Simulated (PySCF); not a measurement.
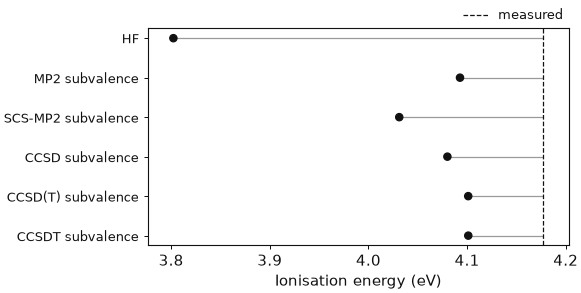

The ionisation energy of neutral rubidium ([Kr] 5s → [Kr]) across levels of theory. PySCF, ANO-RCC-VTZP, spin-free X2C-1e, unrestricted single determinants, no spin-orbit coupling. Methods marked “subvalence” freeze 28 core electrons.

> Which methods come out highest, lowest and best?

The values run from 3.802 eV (HF) to 4.101 eV (CCSD(T) subvalence and CCSDT subvalence). The measured value is 4.177 eV; nearest to it come CCSDT subvalence (−0.076) and CCSD(T) subvalence (−0.076), furthest HF (−0.375 eV).

| Method | Ionisation energy (eV) |
| --- | --- |
| HF | 3.802 |
| MP2 subvalence | 4.093 |
| SCS-MP2 subvalence | 4.031 |
| CCSD subvalence | 4.080 |
| CCSD(T) subvalence | 4.101 |
| CCSDT subvalence | 4.101 |
